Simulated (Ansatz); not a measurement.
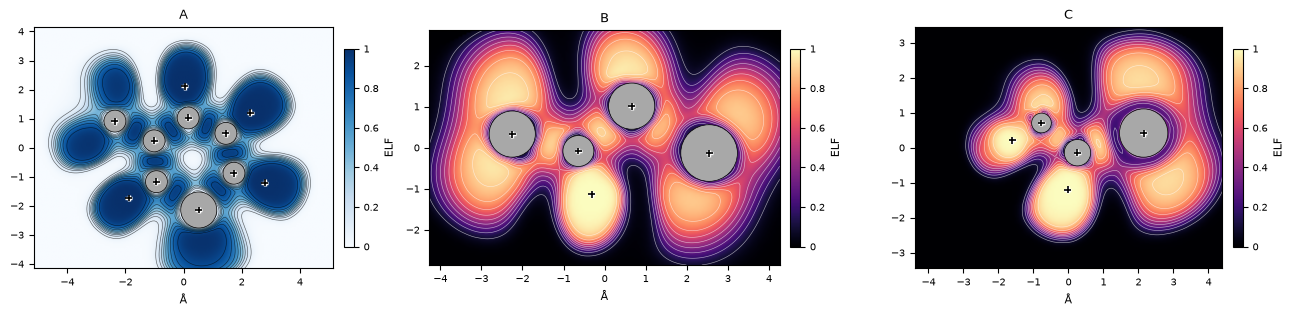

The electron localisation function of 3 systems, each on a plane through atoms (crosses mark nuclei in the plane; grey discs cover the cores).

Computed with Ansatz, isolated molecule in a Gaussian basis; Kohn-Sham density functional theory, functional PBE0.

System 1: C₆H₇P (SMILES Cc1cccpc1), the plane of atoms P7, C5 and H13. Geometry: PBE-D3(BJ)/def2-SVP.

```xyz
14

C    -2.1661   -0.8754   -0.9206
C    -0.9572   -0.3640   -0.1700
C    -0.3276   -1.2002    0.7776
C     0.7774   -0.8109    1.5502
C     1.3773    0.4514    1.4638
C    -0.4886    0.9424   -0.4003
P     0.8594    1.7330    0.3888
H    -2.2717   -0.3848   -1.9077
H    -2.1173   -1.9711   -1.0783
H    -3.0971   -0.6686   -0.3500
H    -0.7271   -2.2179    0.9166
H     1.1930   -1.5459    2.2605
H     2.2444    0.6638    2.1123
H    -1.0193    1.5447   -1.1592
```

System 2: CHS₂Se (SMILES S=CS[Se-]) (charge −1), the molecular plane. Geometry: PBE0-D3(BJ)/def2-SVPD.

```xyz
5

C    -0.2402    0.7782    1.3236
S     0.4963   -0.2724    2.3796
S    -1.2856    2.0404    1.7570
Se   -1.9386    3.0777   -0.0730
H    -0.0795    0.7051    0.2368
```

System 3: CH₂OTe, the molecular plane. Geometry: r2SCAN-D4/def2-TZVP; core potentials replace the inner electrons of Te.

```yaml
atoms:
  - { symbol: C, position_ang: [-2.8419, -0.2200, 2.4536] }
  - { symbol: O, position_ang: [-3.1641, 0.1354, 1.2096] }
  - { symbol: Te, position_ang: [-2.0031, 0.9928, 3.7636] }
  - { symbol: H, position_ang: [-3.5635, -0.6138, 0.7407] }
  - { symbol: H, position_ang: [-3.0795, -1.2553, 2.7064] }
```

**Which map belongs to which system?**

Panel A is system 1, C₆H₇P: the plane holds C, P and H. C–C (1.40 Å): the ELF peaks at about 0.95 between the atoms, as expected for localised, covalent bonding. Panel B is system 2, CHS₂Se: the plane holds C, S, Se and H. C–S (1.66 Å): the ELF peaks at about 0.90 between the atoms; localised, covalent bonding. Panel C is system 3, CH₂OTe: the plane holds C, O, Te and H. C–O (1.33 Å): the ELF peaks at about 0.85 between the atoms (a shared but strongly polarised pair).
